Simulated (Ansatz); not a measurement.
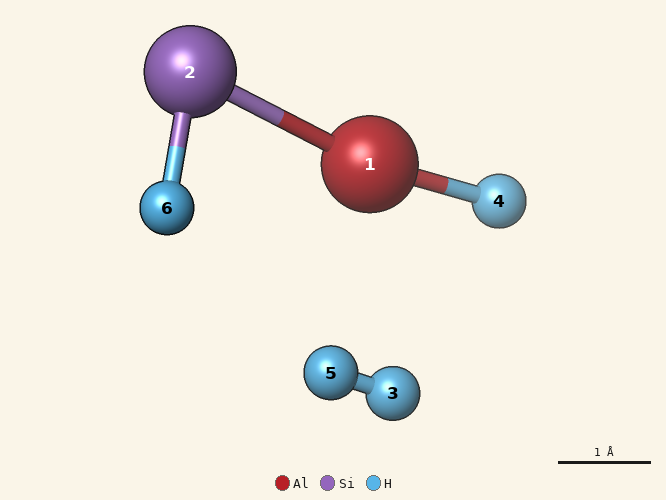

Orthographic view. Depth is shown by fading: the farther an atom, the more it takes the colour of the background. Charge 0, doublet. The geometry was computed by an optimisation with PBE-D4/def2-SVP. No frequency run is at hand to confirm it as a minimum.

Give the distance matrix in Å.

| atom | Al1 | Si2 | H3 | H4 | H5 | H6 |
| --- | --- | --- | --- | --- | --- | --- |
| Al1 | 0.00 |  |  |  |  |  |
| Si2 | 2.37 | 0.00 |  |  |  |  |
| H3 | 2.52 | 4.19 | 0.00 |  |  |  |
| H4 | 1.62 | 3.97 | 2.57 | 0.00 |  |  |
| H5 | 2.38 | 3.63 | 0.78 | 2.90 | 0.00 |  |
| H6 | 2.61 | 1.56 | 3.36 | 4.14 | 2.64 | 0.00 |
